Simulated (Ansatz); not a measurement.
# Al2O (singlet): the correlation ladder, cc-pVDZ

How much of the correlation energy of Al2O (singlet) does each wave-function method recover here?

Method: cc-pVDZ, core rule «outside noble gas», up to 11 orbitals frozen; program: Ansatz 0.2.0, Gaussian basis.

To be run: UHF; CCSD(T) on RHF; BCCD(T) on RHF; CISD; CCSDT(Q) on RHF; CCSDTQ on RHF; CASSCF and MRCISD+Q, 12 electrons in 12 orbitals; CASSCF and NEVPT2, 12 electrons in 12 orbitals.

7 further runs of the same task are left out: 4 for a known fault of the program, 3 set aside as unsound or not needed.

## Step 1: What is computed

The geometry is a PBE0/def2-TZVP stationary point (not a proven minimum).

3 atoms, charge 0, spin multiplicity 1.

Atoms are counted from 1 here; the program's logs count them from 0.

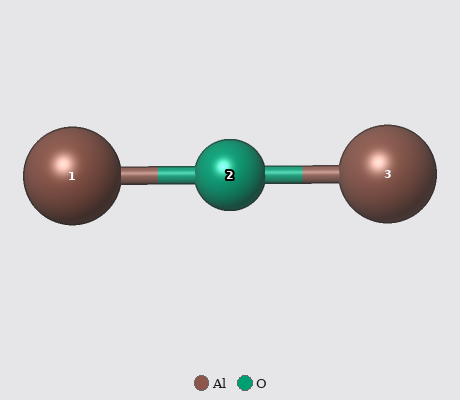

The geometry (aluminium brown, oxygen teal); atoms are numbered from 1 in the order of the file.

## Step 2: UHF

File in.yaml:

```yaml
crystal:
  periodic: [false, false, false]
  atoms:
    - {symbol: Al, position_ang: [0.000000, 0.000000, 1.704700]}
    - {symbol: O, position_ang: [0.000000, 0.000000, 0.000000]}
    - {symbol: Al, position_ang: [0.000000, 0.000000, -1.704700]}
basis:
  gaussian: {orbitals: cc-pVDZ}
magnetization: {spin_polarized: true, initial_magnetization: 0}
hamiltonian: {xc: hf}
output: {orbitals: {seedname: orbitals}}
```

Launch:

```console
$ ansatz run in.yaml --threads 1 --pin off --events-out ev --progress --plain --max-ram 4096MiB --backend cpu
```

After this run come: CCSD(T) on RHF; BCCD(T) on RHF; CISD; CCSDT(Q) on RHF; CCSDTQ on RHF; CASSCF and MRCISD+Q, 12 electrons in 12 orbitals; CASSCF and NEVPT2, 12 electrons in 12 orbitals.

Before running them: what should the planned runs give, taken together? Wanted: RCCSDTQ below the RHF energy; RMP2 from RCCSDTQ; RCCSD from RCCSDTQ; RCCSD(T) from RCCSDTQ; RCCSDT(Q) from RCCSDTQ; NEVPT2 valence from RCCSDTQ; MRCISD+Q valence from RCCSDTQ; T1 diagnostic; effectively unpaired electrons.

As calculated:

| quantity | value |
| --- | --- |
| RCCSDTQ below the RHF energy | -8.3376 eV |
| RMP2 from RCCSDTQ | +898.2 meV |
| RCCSD from RCCSDTQ | +277.0 meV |
| RCCSD(T) from RCCSDTQ | +41.4 meV |
| RCCSDT(Q) from RCCSDTQ | -3.4 meV |
| NEVPT2 valence from RCCSDTQ | +1202.9 meV |
| MRCISD+Q valence from RCCSDTQ | +128.6 meV |
| levels within 1 kcal/mol (43 meV) | RCCSD(T), BCCD(T), RCCSDT, RCCSDT(Q) |
| T1 diagnostic | 0.020 |
| effectively unpaired electrons | 0.03 |

What this shows: RCCSD(T) lands +41.4 meV from the yardstick (0.5 % of the correlation energy). One determinant dominates. Of the multireference levels listed MRCISD+Q valence comes nearest in total energy (+128.6 meV), which doesn't show that its space is the better one. These misses are within one basis, not against nature.
